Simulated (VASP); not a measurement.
Band structure of ZnO (wurtzite). Method: RPBE GGA, VASP's PBE PAW potentials (set 64) (plane waves; VASP).

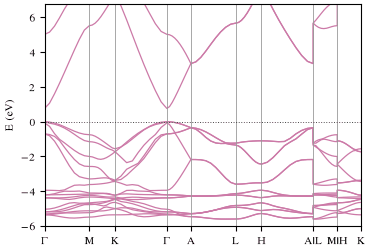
Figure: Bands along high-symmetry lines, zero at the valence-band maximum or, without a gap, the Fermi level

### Question
Read the plot: is there a gap, and where are the band edges?

### Answer
The gap is direct, 0.76 eV, from the valence maximum at Γ to the conduction minimum at Γ. (Edges off the drawn lines would not show.)

Measured: gap 3.60 eV (computed value off by -2.84 eV), as given by Wei Chen et al., Physical Review Materials (2018), doi:10.1103/physrevmaterials.2.073803 [zero-point renormalisation of 0.16 eV added back (the table's ZPR column)].

The compound is ZnO in the wurtzite structure. It was relaxed first, which changed the volume by +8 %.
